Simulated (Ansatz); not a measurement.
## Decaying states in the gap of CdGa2Te2Se2

Wanted: the relaxed cell of CdGa2Te2Se2, its band edges and its decay constants. It is built by putting Te for S in the CdGa2Se2S2 structure of space group C2, with the volume rescaled by atomic radii. The parent structure comes from the Materials Project.

Method: r2SCAN DFT, plane waves, PAW files, in the first sound run; inputs show where later runs differ, in Ansatz 0.2.0.

The structure was built from a prototype and need not be the compound's stable phase.

## 1. Set-up

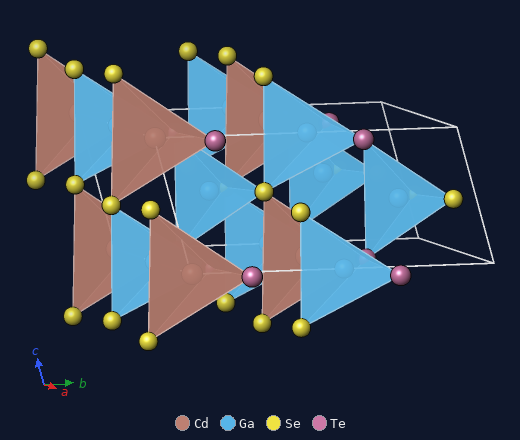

Start, viewed slightly off an axis; cadmium pink, gallium blue, selenium yellow, tellurium pink. This picture shows the conventional cell, with its axes. Some periodic images of atoms are drawn too.

## 2. Relaxing the new crystal

The substituted atoms don't fit the parent's cell, so cell and atoms relax together. A small smearing keeps the run stable in case the gap closes on the way.

input.yaml

```yaml
crystal:
  lattice:
    - [4.215835049, -5.5612007425, 0.0]
    - [4.215835049, 5.5612007425, 0.0]
    - [-4.1378973386, 0.0, 4.3413759847]
  atoms:
    - { symbol: Cd, position: [0.996323, 0.003677, 0.0] }
    - { symbol: Ga, position: [0.2542415, 0.7457585, 0.5] }
    - { symbol: Ga, position: [0.4952865, 0.5047135, 0.0] }
    - { symbol: Se, position: [0.413308, 0.139237, 0.53426] }
    - { symbol: Se, position: [0.860763, 0.586692, 0.46574] }
    - { symbol: Te, position: [0.144405, 0.414327, 0.019846] }
    - { symbol: Te, position: [0.585673, 0.855595, 0.980154] }
kpoints:
  mp_grid: { grid: [4, 4, 6] }
scf:
  occupations: { method: gaussian, width: 0.03 }
hamiltonian:
  xc: r2scan
output:
  forces: true
  stress: true
relax:
  f_tol: 0.02
  max_steps: 60
  cell: {}
```

Launch:

```
$ ansatz run input.yaml --threads 2 --pin off --max-ram 4096MiB --backend cpu --events-out ev --progress --plain --runs-dir out
```

Numbers of over 12 decimals in the logs are rounded to 6 here.

The log of the run:

```text
Engine: ansatz 0.2.0, aarch64-unknown-linux-gnu
Pseudopotentials: kind: paw
Pseudopotential: Cd, paw, valence charge 20, recommended cutoff 500 eV (meta_gga), Cd.paw.azcp
Pseudopotential: Ga, paw, valence charge 13, recommended cutoff 500 eV (meta_gga), Ga.paw.azcp
Pseudopotential: Se, paw, valence charge 16, recommended cutoff 500 eV (meta_gga), Se.paw.azcp
Pseudopotential: Te, paw, valence charge 16, recommended cutoff 500 eV (meta_gga), Te.paw.azcp
Functional definition: r2SCAN
  parameter k0 = 0.174
  parameter k1 = 0.065
  parameter a1 = 4.9479
  exchange = r2scan_x(k0 = k0, k1 = k1, a1 = a1)
  correlation = r2scan_c
Crystal: 7 atoms, lattice volume = 203.568 Å³
Basis set: ecut = 500 eV, 5145 PW (Γ), exchange–correlation on 216×216×180 points (64 copies of the dense FFT grid, shifted against one another)
Bands: 66, of which v1, the nominal top of the filled ones, is band 55 counted from 1 (54 counted from 0)
Symmetry: 2 space group operations
Space group: C2 (ITA 5), of the structure as read, at distance tolerance 5.9e-5 Å
k-points: 34 of 96 (time reversal used)
Non-local potential: Cd, projectors of the file, l = 0: 3, l = 1: 2, l = 2: 2, l = 3: 1
Non-local potential: Ga, projectors of the file, l = 0: 2, l = 1: 2, l = 2: 3, l = 3: 1
Non-local potential: Se, projectors of the file, l = 0: 2, l = 1: 2, l = 2: 3, l = 3: 1
Non-local potential: Te, projectors of the file, l = 0: 2, l = 1: 2, l = 2: 2, l = 3: 2
PAW form: soft (Blöchl's): semilocal exchange-correlation on the pseudo side does not see the compensation charge
PAW frozen core: Cd, regenerated for the run's functional (the file was generated under x = pbe(κ = 0.804, μ = 0.219515), c = pbe(β = 0.066725))
PAW frozen core: Ga, regenerated for the run's functional (the file was generated under x = pbe(κ = 0.804, μ = 0.219515), c = pbe(β = 0.066725))
PAW frozen core: Se, regenerated for the run's functional (the file was generated under x = pbe(κ = 0.804, μ = 0.219515), c = pbe(β = 0.066725))
PAW frozen core: Te, regenerated for the run's functional (the file was generated under x = pbe(κ = 0.804, μ = 0.219515), c = pbe(β = 0.066725))
PAW one-centre angular grid: Cd, 590 points (default); XC on 160 Gauss nodes
PAW one-centre angular grid: Ga, 590 points (default); XC on 160 Gauss nodes
PAW one-centre angular grid: Se, 590 points (default); XC on 160 Gauss nodes
PAW one-centre angular grid: Te, 590 points (default); XC on 160 Gauss nodes
Initial density: superposition of atomic densities (neutral atoms: chi_scale 0, normalization atom), corrected by the library's trained network
Initial wavefunctions: pseudopotential atomic-orbital guess
Functional: x = r2scan, c = r2scan; τ floored in thin density (d = 2e-4 eV/Å³)
SCF iter   1: F=—  HF=-40797.705310 eV  |F-HF|=—  |Δ(HF+E_count)|=         —  Δρ=6.25e-3  dr2=4.60e-2  dr2_τ=2.38e-2  ethr=1.77e-3  ⟨swp⟩=6.3  Hψ=8210  notcnv=0  defer=13
preconditioner: auto → Resta (q_TF=auto, 2.462 Å⁻¹)  ε∞=3.2  [insulator: Δε(μ)=1.733 eV  Ē_g=13.909 eV  σ=0.030 eV  W_gap=1.00  n_scr=60 (ndim 8)  ℏωp=20.5 eV  f_vac=0.128  D(μ)=0.00/eV (n_scr^D=0)  ε∞_Penn≈3.2]
SCF iter   2: F=—  HF=-40797.734078 eV  |F-HF|=—  |Δ(HF+E_count)|=   2.88e-2  Δρ=2.36e-3  dr2=8.18e-3  dr2_τ=5.81e-4  ethr=4.18e-5  ⟨swp⟩=2.6  Hψ=3919  notcnv=0  defer=162
SCF iter   3: F=—  HF=-40797.734909 eV  |F-HF|=—  |Δ(HF+E_count)|=   8.31e-4  Δρ=1.46e-3  dr2=2.35e-3  dr2_τ=1.02e-4  ethr=7.44e-6  ⟨swp⟩=2.0  Hψ=3272  notcnv=0  defer=94
automatic band count: iteration 3 solves 64 bands in place of 66: the levels show a gap, and the empty bands left out lie too high to hold charge; the band table lists the bands solved (type scf.n_extra_bands for more)
SCF iter   4: F=—  HF=-40797.735376 eV  |F-HF|=—  |Δ(HF+E_count)|=   4.68e-4  Δρ=2.22e-4  dr2=1.23e-4  dr2_τ=6.84e-6  ethr=2.14e-6  ⟨swp⟩=2.0  Hψ=3136  notcnv=0  defer=94
SCF iter   5: F=—  HF=-40797.735384 eV  |F-HF|=—  |Δ(HF+E_count)|=   7.51e-6  Δρ=9.31e-5  dr2=1.99e-5  dr2_τ=5.04e-7  ethr=1.12e-7  ⟨swp⟩=2.0  Hψ=3888  notcnv=0  defer=94
SCF iter   6: F=—  HF=-40797.735339 eV  |F-HF|=—  |Δ(HF+E_count)|=   4.46e-5  Δρ=2.64e-5  dr2=2.38e-6  dr2_τ=4.04e-8  ethr=1.81e-8  ⟨swp⟩=2.0  Hψ=3816  notcnv=0  defer=94
SCF iter   7: F=—  HF=-40797.735340 eV  |F-HF|=—  |Δ(HF+E_count)|=   9.80e-7  Δρ=8.96e-6  dr2=1.90e-7  dr2_τ=7.56e-9  ethr=2.16e-9  ⟨swp⟩=2.0  Hψ=3816  notcnv=0  defer=94
SCF iter   8: F=-40797.735340 eV  HF=-40797.735340 eV  |F-HF|=5.74e-9  |Δ(HF+E_count)|=   1.01e-7  Δρ=3.66e-6  dr2=2.58e-8  dr2_τ=8.44e-10  ethr=9.09e-11  ⟨swp⟩=4.4  Hψ=7940  notcnv=0
SCF 1 converged in 8 iterations: F = -40797.735340 eV  dr2 = 2.58e-8
  greatest PAW one-centre occupation: 1.001 electrons in one spin orbital (limit 2), on the Cd atom at site 0 (counted from 0), in its partial waves of l = 1
relax step   1: F+E_penalty+E_count = -40797.73534045 eV  Δ(F+E_penalty+E_count) = +0.000e0 eV  max|allowed force component| = 2.972e0 eV/Å  Δτ_max = 0.0000 Å  P = +3.235 GPa  Ω = 203.568 Å³  (8 SCF iters, dr2 threshold 1.00e-7 eV, accepted)
Crystal: 7 atoms, lattice volume = 207.219 Å³
Basis set: ecut = 500 eV, 5239 PW (Γ), exchange–correlation on 216×216×180 points (64 copies of the dense FFT grid, shifted against one another)
Initial density: handed on by an earlier stage of this run
Initial wavefunctions: those handed on with the density
iter 1 solved again at ethr=3.55e-4 eV; its pass at ethr=3.10e-3 eV (dr2=3.90e-1 eV) is discarded
SCF iter   1: F=—  HF=-40797.358319 eV  |F-HF|=—  |Δ(HF+E_count)|=         —  Δρ=1.75e-2  dr2=4.00e-1  dr2_τ=5.60e0  ethr=3.55e-4  ⟨swp⟩=1.6  Hψ=10063  notcnv=0
automatic band count: iteration 1 solves 64 bands in place of 66: the levels show a gap, and the empty bands left out lie too high to hold charge; the band table lists the bands solved (type scf.n_extra_bands for more)
preconditioner: auto → Resta (q_TF=auto, 2.455 Å⁻¹)  ε∞=3.3  [insulator: Δε(μ)=1.291 eV  Ē_g=13.264 eV  σ=0.030 eV  W_gap=1.00  n_scr=60 (ndim 8)  ℏωp=20.3 eV  f_vac=0.124  D(μ)=0.00/eV (n_scr^D=0)  ε∞_Penn≈3.3]
SCF iter   2: F=—  HF=-40798.738747 eV  |F-HF|=—  |Δ(HF+E_count)|=    1.38e0  Δρ=7.96e-3  dr2=5.36e-2  dr2_τ=4.55e-3  ethr=3.55e-4  ⟨swp⟩=3.8  Hψ=4707  notcnv=0
SCF iter   3: F=—  HF=-40798.745627 eV  |F-HF|=—  |Δ(HF+E_count)|=   6.88e-3  Δρ=2.94e-3  dr2=9.13e-3  dr2_τ=4.64e-4  ethr=4.88e-5  ⟨swp⟩=2.2  Hψ=4323  notcnv=0  defer=39
SCF iter   4: F=—  HF=-40798.751074 eV  |F-HF|=—  |Δ(HF+E_count)|=   5.45e-3  Δρ=7.32e-4  dr2=1.16e-3  dr2_τ=3.72e-5  ethr=8.30e-6  ⟨swp⟩=2.0  Hψ=3483  notcnv=0  defer=39
[...]
automatic band count: iteration 1 solves 64 bands in place of 66: the levels show a gap, and the empty bands left out lie too high to hold charge; the band table lists the bands solved (type scf.n_extra_bands for more)
preconditioner: auto → Resta (q_TF=auto, 2.459 Å⁻¹)  ε∞=3.4  [insulator: Δε(μ)=1.565 eV  Ē_g=13.255 eV  σ=0.030 eV  W_gap=1.00  n_scr=60 (ndim 8)  ℏωp=20.4 eV  f_vac=0.115  D(μ)=0.00/eV (n_scr^D=0)  ε∞_Penn≈3.4]
SCF iter   2: F=—  HF=-40798.799010 eV  |F-HF|=—  |Δ(HF+E_count)|=   4.66e-1  Δρ=3.38e-3  dr2=1.11e-2  dr2_τ=8.10e-4  ethr=5.67e-5  ⟨swp⟩=4.2  Hψ=4866  notcnv=0
SCF iter   3: F=—  HF=-40798.800324 eV  |F-HF|=—  |Δ(HF+E_count)|=   1.31e-3  Δρ=1.42e-3  dr2=2.39e-3  dr2_τ=1.12e-4  ethr=1.01e-5  ⟨swp⟩=2.2  Hψ=4358  notcnv=0
SCF iter   4: F=—  HF=-40798.801343 eV  |F-HF|=—  |Δ(HF+E_count)|=   1.02e-3  Δρ=3.29e-4  dr2=2.46e-4  dr2_τ=9.69e-6  ethr=2.17e-6  ⟨swp⟩=2.8  Hψ=4354  notcnv=0
SCF iter   5: F=—  HF=-40798.801307 eV  |F-HF|=—  |Δ(HF+E_count)|=   3.55e-5  Δρ=1.11e-4  dr2=3.15e-5  dr2_τ=5.98e-7  ethr=2.23e-7  ⟨swp⟩=2.0  Hψ=4026  notcnv=0
SCF iter   6: F=—  HF=-40798.801310 eV  |F-HF|=—  |Δ(HF+E_count)|=   3.05e-6  Δρ=4.77e-5  dr2=5.40e-6  dr2_τ=6.67e-8  ethr=2.87e-8  ⟨swp⟩=2.1  Hψ=4024  notcnv=0
SCF iter   7: F=—  HF=-40798.801311 eV  |F-HF|=—  |Δ(HF+E_count)|=   8.13e-7  Δρ=1.95e-5  dr2=7.56e-7  dr2_τ=1.98e-8  ethr=4.91e-9  ⟨swp⟩=2.1  Hψ=3441  notcnv=0
SCF iter   8: F=-40798.801311 eV  HF=-40798.801311 eV  |F-HF|=6.91e-9  |Δ(HF+E_count)|=   1.84e-7  Δρ=5.38e-6  dr2=5.50e-8  dr2_τ=1.75e-9  ethr=6.36e-10  ⟨swp⟩=5.0  Hψ=9792  notcnv=0
SCF 3 converged in 8 iterations: F = -40798.801311 eV  dr2 = 5.50e-8
relax step   3: F+E_penalty+E_count = -40798.80131065 eV  Δ(F+E_penalty+E_count) = -4.996e-2 eV  max|allowed force component| = 1.704e-1 eV/Å  Δτ_max = 0.0926 Å  P = +0.135 GPa  Ω = 204.995 Å³  energy of the carried Pulay correction = -2.753e-4 eV  (8 SCF iters, dr2 threshold 7.00e-7 eV, accepted)
[...]
relax step   4: F+E_penalty+E_count = -40798.81377518 eV  Δ(F+E_penalty+E_count) = -1.246e-2 eV  max|allowed force component| = 4.852e-2 eV/Å  Δτ_max = 0.0352 Å  P = -0.021 GPa  Ω = 206.363 Å³  energy of the carried Pulay correction = -5.375e-4 eV  (6 SCF iters, dr2 threshold 7.00e-7 eV, accepted)
[...]
relax step   5: F+E_penalty+E_count = -40798.81429984 eV  Δ(F+E_penalty+E_count) = -5.247e-4 eV  max|allowed force component| = 1.315e-2 eV/Å  Δτ_max = 0.0054 Å  P = +0.013 GPa  Ω = 206.209 Å³  energy of the carried Pulay correction = -5.081e-4 eV  (5 SCF iters, dr2 threshold 1.47e-7 eV, accepted)
[...]
relax step   6: F+E_penalty+E_count = -40798.81529379 eV  Δ(F+E_penalty+E_count) = -9.939e-4 eV  max|allowed force component| = 1.296e-2 eV/Å  Δτ_max = 0.0000 Å  P = +0.016 GPa  Ω = 206.209 Å³  stress off target by 5.28e-2 GPa  SCF on the basis re-selected at this cell (its energy is not comparable with the rows above)  (7 SCF iters)
[...]
relax step   7: F+E_penalty+E_count = -40798.81539327 eV  Δ(F+E_penalty+E_count) = -9.948e-5 eV  max|allowed force component| = 3.320e-3 eV/Å  Δτ_max = 0.0025 Å  P = -0.008 GPa  Ω = 206.319 Å³  energy of the carried Pulay correction = -2.061e-5 eV  (7 SCF iters, dr2 threshold 6.97e-9 eV, accepted)
iter 1 solved again at ethr=2.03e-7 eV; its pass at ethr=3.10e-3 eV (dr2=2.23e-4 eV) is discarded
SCF iter   1: F=—  HF=-40798.815444 eV  |F-HF|=—  |Δ(HF+E_count)|=         —  Δρ=1.29e-5  dr2=7.92e-9  dr2_τ=1.18e-8  ethr=2.03e-7  ⟨swp⟩=4.0  Hψ=14261  notcnv=0
eigensolver tolerance schedule: the retry pair's looser diagonalisation over-reported the residual by 28161.16 of it (diagonalisation noise at an unbounded share of the residual, at the tolerance the schedule requests for it); recorded, not acted on — ethr = c·dr2/N_el stays at c = 1.0e-1
preconditioner: auto → Resta (q_TF=auto, 2.457 Å⁻¹)  ε∞=3.2  [insulator: Δε(μ)=1.541 eV  Ē_g=13.681 eV  σ=0.030 eV  W_gap=1.00  n_scr=60 (ndim 8)  ℏωp=20.4 eV  f_vac=0.121  D(μ)=0.00/eV (n_scr^D=0)  ε∞_Penn≈3.2]
SCF iter   2: F=—  HF=-40798.815409 eV  |F-HF|=—  |Δ(HF+E_count)|=   3.43e-5  Δρ=6.53e-6  dr2=2.11e-9  dr2_τ=2.32e-8  ethr=7.20e-12  ⟨swp⟩=4.0  Hψ=6209  notcnv=0
SCF iter   3: F=—  HF=-40798.815410 eV  |F-HF|=—  |Δ(HF+E_count)|=   4.56e-7  Δρ=1.05e-6  dr2=1.36e-10  dr2_τ=5.98e-10  ethr=1.92e-12  ⟨swp⟩=2.0  Hψ=3278  notcnv=0
SCF iter   4: F=-40798.815410 eV  HF=-40798.815410 eV  |F-HF|=2.18e-11  |Δ(HF+E_count)|=   1.19e-8  Δρ=8.70e-8  dr2=1.91e-11  dr2_τ=1.30e-12  ethr=1.00e-12  ⟨swp⟩=5.0  Hψ=8766  notcnv=0
SCF 8 converged in 4 iterations: F = -40798.815410 eV  dr2 = 1.91e-11
relax step   8: F+E_penalty+E_count = -40798.81540988 eV  Δ(F+E_penalty+E_count) = -1.662e-5 eV  max|allowed force component| = 3.334e-3 eV/Å  Δτ_max = 0.0000 Å  P = -0.008 GPa  Ω = 206.319 Å³  stress off target by 1.74e-2 GPa  SCF on the basis re-selected at this cell (its energy is not comparable with the rows above)  (4 SCF iters)
basis re-selected at this cell: Δ(F+E_penalty+E_count) = -1.662e-5 eV, ΔP = +0.000 GPa vs the last step (what re-selecting the basis moved, of the pressure what is left beyond the Pulay correction that the steps carried, after the strain that the cell walked since its last selection, with what the two solves' SCF thresholds leave and, on support functions, any second-order correction that the steps lacked; it is no m [...]
SCF converged after 4 iterations
Free energy (F): -40798.815410 eV
Harris-Foulkes:  -40798.815410 eV  (|F-HF|=2.18e-11)
Internal energy: -40798.815410 eV  (E = F + TS)
E sigma→0 (E₀):  -40798.815410 eV
Fermi energy:    7.302322 eV
--- Per-component energies (eV) ---
  E_band       = -2119.486785
  E_kinetic    = 1331.590497
  E_local      = -16474.831364  (includes V_loc(G=0)·N_el)
  E_nonlocal   = -920.410627
  E_hartree    = 8239.904948
  E_xc         = -718.133794
  E_vxc        = -797.097022  (∫ρ·V_xc dr)
  E_paw        = -21340.089978  (= ΣΔE_a)
  E_vpaw       = -1786.086595  (= ΣTr[D̂ρ^β])
  E_aug_tail   = -0.000575  (compensation charges beyond the density's cutoff)
  E_vtau       = 47.539135  (kinetic-family band-sum trace: ∫τ·v_τ [+ j·A + Jᵃ·Aᵃ] dr)
  E_ewald      = -10912.013776
  E_core_change = -4.830740  (= ΣΔE_core)
  E_smearing   = -0.000000  (= −TS)
  E_closure    = -0.000000  (closes the sum)
  Σ components = -40798.815410   (vs F -40798.815410, Δ=0.00e0)
--- Forces (eV/Å), atoms counted from 1 ---
  atom   1  Cd     0.00000000     0.00214454     0.00000000
  atom   2  Ga     0.00000000    -0.00333386     0.00000000
  atom   3  Ga     0.00000000     0.00161856     0.00000000
  atom   4  Se     0.00055957    -0.00116234    -0.00165190
  atom   5  Se    -0.00055957    -0.00116234     0.00165190
  atom   6  Te    -0.00036734     0.00094714     0.00237708
  atom   7  Te     0.00036734     0.00094714    -0.00237708
  max |Σ_I F_I| component: 1.16e-6 eV/Å
--- Stress (GPa, compression-positive) ---
       -0.013924       0.000000      -0.004132
        0.000000       0.002888       0.000000
       -0.004132       0.000000      -0.012512
  P = ⅓ Tr σ = -0.0078 GPa (-0.078 kbar)
--- Relaxed structure (6 steps of the walk, 6 accepted, 2 SCFs on fresh bases) ---
  F+E_penalty+E_count = -40798.81540988 eV   max|allowed force component| = 3.334e-3 eV/Å   (the final SCF, on the basis selected at the relaxed cell)
  cell:  # Å, volume = 206.3188 Å³
    - [4.367810, -5.624744, -0.091534]
    - [4.367810, 5.624744, -0.091534]
    - [-4.381323, 0.0, 4.290782]
  atoms:
    - { symbol: Cd, position: [1.006543, -0.00654253, 0.0] }
    - { symbol: Ga, position: [0.242009, 0.757991, 0.500000] }
    - { symbol: Ga, position: [0.505428, 0.494572, 0.0] }
    - { symbol: Se, position: [0.398878, 0.125980, 0.537465] }
    - { symbol: Se, position: [0.874020, 0.601122, 0.462535] }
    - { symbol: Te, position: [0.107901, 0.384779, -0.033971] }
    - { symbol: Te, position: [0.615221, 0.892099, 1.033971] }
```

It took 4.3 min on 2 threads of Arm Neoverse V2, shared host; peak memory 1.2 GiB.

The steps of the relaxation:

```
step  energy less that of the first step (eV)  largest force component (eV/Å)  pressure (GPa)  volume (Å³)
   1                                   0.0000                          2.9723            3.24       203.57
   2                                  -1.0160                          0.2885           -0.10       207.22
   3                                  -1.0660                          0.1704            0.13       204.99
   4                                  -1.0784                          0.0485           -0.02       206.36
   5                                  -1.0790                          0.0131            0.01       206.21
  6*                                  -1.0800                          0.0130            0.02       206.21
   7                                  -1.0801                          0.0033           -0.01       206.32
  8*                                  -1.0801                          0.0033           -0.01       206.32
```

Relaxation steps marked * repeat the geometry before them on a plane-wave basis chosen anew for their cell, so energy and pressure can jump there.

The run keeps the 2 symmetry operations that it works with, so distortions that break them were not tested.

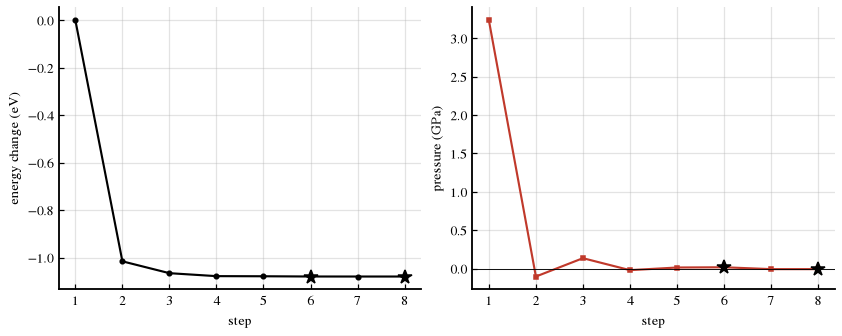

Energy and pressure along the relaxation. Stars mark steps on a basis chosen anew.

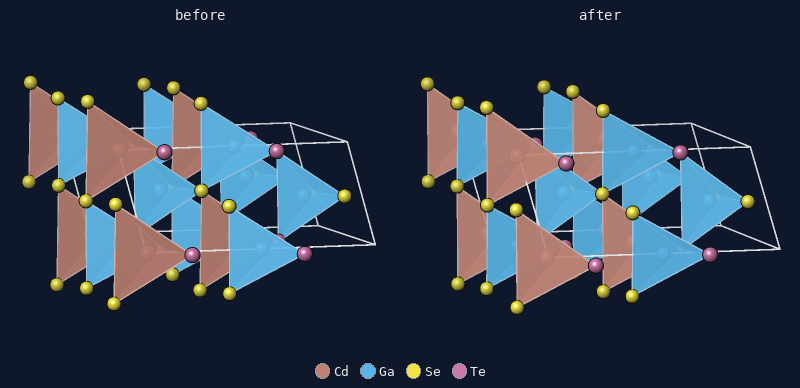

Before and after, at one scale.

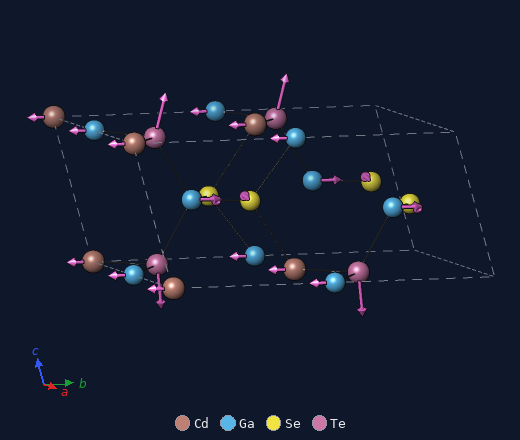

Displacements in the relaxation, exaggerated, measured against the changing cell; the longest in the cell stands for 0.23 Å. Bonds to atoms that aren't drawn are left out. Some periodic images of atoms are drawn too.

```
     cell as run  before   after  change
           a (Å)   6.979   7.122  +2.1 %
           b (Å)   6.979   7.122  +2.1 %
           c (Å)   5.997   6.132  +2.3 %
           α (°)  114.63  116.56  +1.7 %
           β (°)  114.63  116.56  +1.7 %
           γ (°)  105.67  104.33  -1.3 %
volume (Å³/atom)   29.08   29.47  +1.4 %
```

The atoms that moved most (Å, as changes of fractional coordinates times the final cell):

```
atom      dx      dy      dz  length
 Te7   0.053   0.039   0.225   0.234
 Te6  -0.053   0.039  -0.225   0.234
 Ga2   0.000   0.138   0.000   0.138
 Se5   0.135   0.007  -0.016   0.136
 Se4  -0.135   0.007   0.016   0.136
 Cd1   0.000  -0.115   0.000   0.115
 Ga3   0.000  -0.114   0.000   0.114
```

The relaxed structure:

```cif
data_structure
_symmetry_space_group_name_H-M 'P 1'
_symmetry_Int_Tables_number 1
_cell_length_a 7.1221
_cell_length_b 7.1221
_cell_length_c 6.1324
_cell_angle_alpha 116.561
_cell_angle_beta 116.561
_cell_angle_gamma 104.327
_cell_volume 206.32
loop_
_atom_site_label
_atom_site_type_symbol
_atom_site_fract_x
_atom_site_fract_y
_atom_site_fract_z
_atom_site_occupancy
Cd1 Cd 0.00654 0.99346 0.00000 1
Ga2 Ga 0.24201 0.75799 0.50000 1
Ga3 Ga 0.50543 0.49457 0.00000 1
Se4 Se 0.39888 0.12598 0.53747 1
Se5 Se 0.87402 0.60112 0.46253 1
Te6 Te 0.10790 0.38478 0.96603 1
Te7 Te 0.61522 0.89210 0.03397 1
```

This step gave:

| Quantity | Value |
| --- | --- |
| free energy | -40798.8154 eV |
| Fermi energy | 7.302 eV |
| pressure | -0.007849 GPa |

The largest force component on a free atom ends at 0.0033 eV/Å.

(Continued in part 2 of 2.)

[Logs are printed without paths, hosts, clocks, repeated set-up lines and the standing remarks that a program may print on its own settings, such as how far it seeks lower states.]

[Hosts, paths, dates, database ids (printed as entryN), source tags and the programs' standing remarks are cut or masked in the printed files.]
